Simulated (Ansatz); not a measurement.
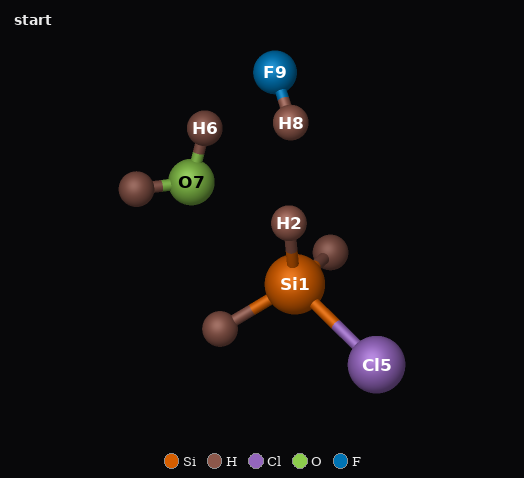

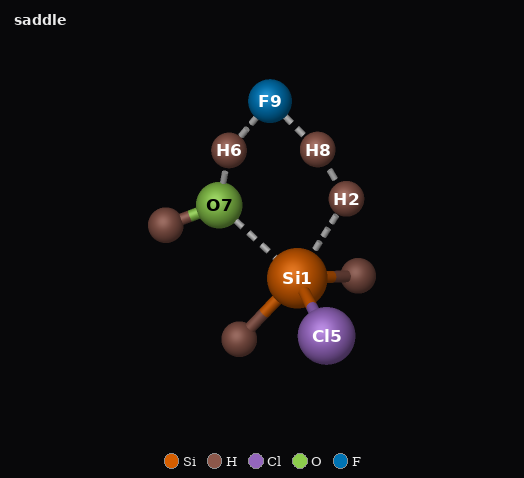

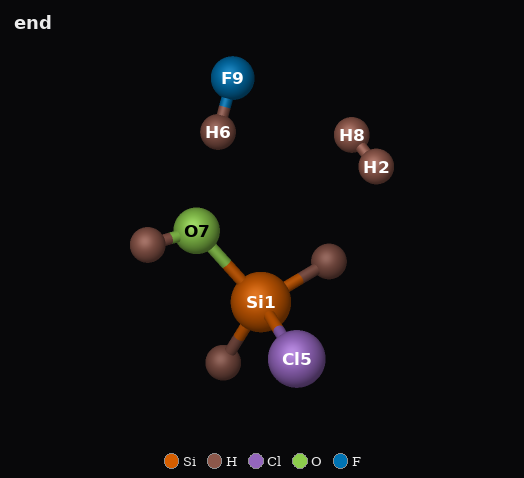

A saddle point and the two end points reached downhill from it. Broken sticks mark bonds that form or break. The species is neutral and a spin singlet. Geometries: PBE0-D4/def2-TZVP; all other levels are single points on them, and energies count from the start as drawn. Program: Ansatz 0.2.0. In CBS estimates cores are frozen, and CCSD(T) − MP2 is taken in the smaller basis.

Q: Which bonds form and which break from start to end?

A: Formed: Si1–O7, H2–H8, H6–F9; broken: Si1–H2, H6–O7, H8–F9. At the saddle point Si1···O7 is 1.80 Å, H2···H8 is 1.00 Å, H6···F9 is 1.27 Å, Si1···H2 is 1.70 Å, H6···O7 is 1.09 Å, H8···F9 is 1.15 Å.

Give the electronic barrier and the reaction energy from start to end in kcal/mol (no zero-point energy) with CCSD(T)/CBS (MP2 limit from def2-TZVPP and def2-QZVPP plus CCSD(T) − MP2); B3LYP-D4/6-31G; PBE-QIDH (frozen core)/def2-TZVPP; B3LYP-D4/def2-TZVPP; B2PLYP (frozen core)/def2-TZVPP; PBE0-D4/def2-SVP; RHF-CCSD(T) (frozen core)/def2-TZVPP; ωB97M-V/def2-TZVPP.

```json
{"level": "CCSD(T)/CBS (MP2 limit from def2-TZVPP and def2-QZVPP plus CCSD(T) − MP2)", "barrier": "30.3", "reaction energy": "−19.6"}
{"level": "B3LYP-D4/6-31G", "barrier": "24.1", "reaction energy": "−10.1"}
{"level": "PBE-QIDH (frozen core)/def2-TZVPP", "barrier": "27.6", "reaction energy": "−18.6"}
{"level": "B3LYP-D4/def2-TZVPP", "barrier": "26.8", "reaction energy": "−19.4"}
{"level": "B2PLYP (frozen core)/def2-TZVPP", "barrier": "28.7", "reaction energy": "−19.7"}
{"level": "PBE0-D4/def2-SVP", "barrier": "22.8", "reaction energy": "−13.9"}
{"level": "RHF-CCSD(T) (frozen core)/def2-TZVPP", "barrier": "30.6", "reaction energy": "−18.9"}
{"level": "ωB97M-V/def2-TZVPP", "barrier": "28.3", "reaction energy": "−18.3"}
```
